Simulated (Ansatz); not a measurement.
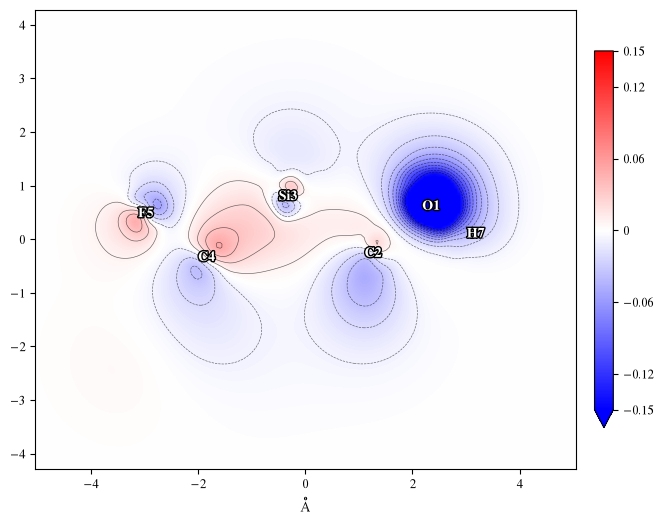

The picture shows: C2H9FOSi2 (SMILES OC[SiH2]C(F)[SiH3]). The HOMO on the plane of atoms Si3, C4 and F5 (values in Å⁻³ᐟ²; the overall sign is arbitrary).

These are results of RKS PBE0-D4/def2-SVP (Ansatz), not measurements.

```xyz
15

O    -1.1971   -1.7082    0.0825
C     0.1898   -1.8883   -0.0722
Si    0.9255   -0.2080   -0.5590
C     2.8250   -0.3506   -0.6606
F     3.3293    0.9071   -1.0162
Si    3.4911   -1.6246   -1.9021
H    -1.5959   -2.5543    0.3088
H     0.4390   -2.6321   -0.8572
H     0.6827   -2.2430    0.8577
H     0.5740    0.8229    0.4606
H     0.4075    0.2138   -1.8932
H     3.2181   -0.6073    0.3425
H     4.9809   -1.5560   -1.9565
H     3.0709   -2.9901   -1.4551
H     2.9302   -1.3588   -3.2592
```

### Describe this orbital and give its energy.

Its weight (Hirshfeld) is mainly on O1 (about 65 %), C2 (about 15 %), H9 (about 10 %) and H8 (about 5 %). Its energy is −8.01 eV.
